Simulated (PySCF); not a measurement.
Atomic calculation for Ti⁺

Ti⁺, configuration 1s2 2s2 2p6 3s2 3p6 3d2 4s1, multiplicity 4. Computed at this level: unrestricted r2SCAN, cc-pVTZ-DK, spin-free X2C-1e, Gaussian nucleus (PySCF).

**What the run reported**

- outcome: converged
- total energy: −853.604495 hartree
- ⟨S²⟩: 3.752
- ⟨L²⟩: 12.97
- SCF iterations: 8
- hardware: 1 thread of Arm Neoverse N1, 77 GiB of memory available, shared host

**What is odd here**

This input holds a deliberate oddity: grid misses charge; angular grid far too coarse. The program ran to the end. Its numbers are those of this setting; this run alone doesn't show how far the oddity moves them. The driver held the occupations shell by shell, and empty d levels lie below the filled 4s. The script shown fixes the counts by irreducible representation only, so by itself it can fall to another configuration.

**Input file**
```python
from pyscf import gto, scf, dft, mp, cc
import basis_set_exchange as bse
mol = gto.M(atom="Ti 0 0 0", charge=1, spin=3, symmetry="D2h",
            basis=gto.basis.parse(bse.get_basis("cc-pVTZ-DK", elements=["Ti"], fmt="nwchem", header=False)),
            nucmod="G")
mf = dft.UKS(mol, xc="R2SCAN").sfx2c1e()
mf.irrep_nelec = {'Ag': (5, 3), 'B1g': (1, 0), 'B1u': (2, 2), 'B2u': (2, 2), 'B3u': (2, 2)}
mf.kernel()
```

The script is an equivalent of what the driver set up; the driver started from orbitals of its own, so the log can be shorter than this script's would be, and it computed the properties (radii, ⟨L²⟩, response) afterwards. It also set what the script leaves out: ang = 14. It held the occupations shell by shell, which the script's counts by irreducible representation don't always enforce.

Launched within a batch (the task file carries these settings):
```bash
OMP_NUM_THREADS=1 python <driver script> TASK.json OUT
```

**The program's output (extracts)**
```
damping factor = 0
level_shift factor = 0
DIIS = <class 'pyscf.scf.diis.CDIIS'>
diis_start_cycle = 1
diis_space = 10
diis_damp = 0
SCF conv_tol = 1e-09
SCF conv_tol_grad = None
number electrons alpha = 12  beta = 9
XC functionals = R2SCAN
    J. W. Furness, A. D. Kaplan, J. Ning, J. P. Perdew, and J. Sun.,  J. Phys. Chem. Lett. 11, 8208-8215 (2020)
    J. W. Furness, A. D. Kaplan, J. Ning, J. P. Perdew, and J. Sun.,  J. Phys. Chem. Lett. 11, 9248-9248 (2020)
    J. W. Furness, A. D. Kaplan, J. Ning, J. P. Perdew, and J. Sun.,  J. Phys. Chem. Lett. 11, 8208-8215 (2020)
    J. W. Furness, A. D. Kaplan, J. Ning, J. P. Perdew, and J. Sun.,  J. Phys. Chem. Lett. 11, 9248-9248 (2020)
cycle= 1 E= -853.599013226108  delta_E= -0.196  |g|= 0.098  |ddm|= 1.22
cycle= 2 E= -853.604199336415  delta_E= -0.00519  |g|= 0.0213  |ddm|= 0.508
cycle= 3 E= -853.604484394572  delta_E= -0.000285  |g|= 0.00486  |ddm|= 0.164
cycle= 4 E= -853.60449270951  delta_E= -8.31e-06  |g|= 0.00253  |ddm|= 0.0517
cycle= 5 E= -853.60449478221  delta_E= -2.07e-06  |g|= 0.00038  |ddm|= 0.0229
cycle= 6 E= -853.604494859697  delta_E= -7.75e-08  |g|= 4.47e-05  |ddm|= 0.0021
cycle= 7 E= -853.60449486102  delta_E= -1.32e-09  |g|= 4.74e-06  |ddm|= 0.000514
cycle= 8 E= -853.60449486103  delta_E= -1e-11  |g|= 6.52e-07  |ddm|= 2.41e-05
converged SCF energy = -853.60449486103  <S^2> = 3.7515058  2S+1 = 4.0007528
```

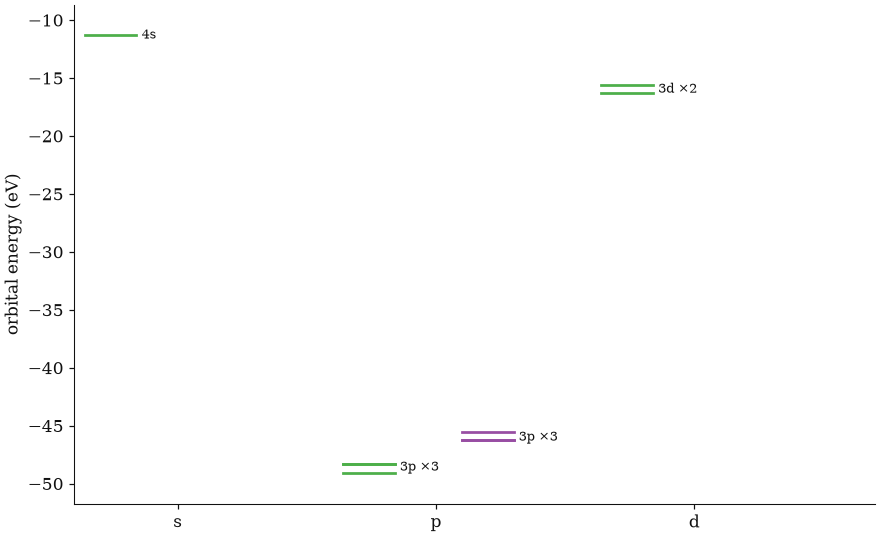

Orbital energies of the mean field, from the top down to −49.1 eV, by angular momentum, α spin at the left of each column and β at the right; ×n counts the orbitals under one label. Empty levels that the record names by l alone aren't drawn. The highest filled orbital is 4s α at −11.3 eV, the lowest empty one d α at −16.2 eV.

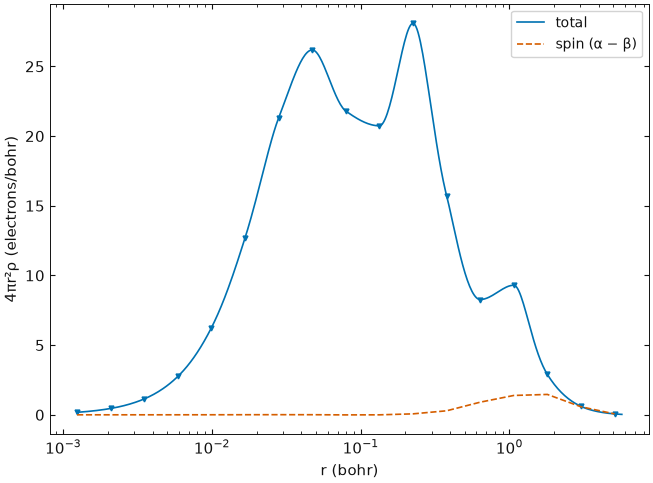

Spherically averaged radial density 4πr²ρ of the mean field and its spin part; markers are the stored points, which are sparse, and the line is a monotone interpolation between them. The largest stored value is 28.1 electrons/bohr at r = 0.23 bohr. Root-mean-square radii of the shells: 2p 0.321, 2s 0.352, 3s 1.08, 3p 1.18, 3d 1.70, 4s 3.25 bohr.
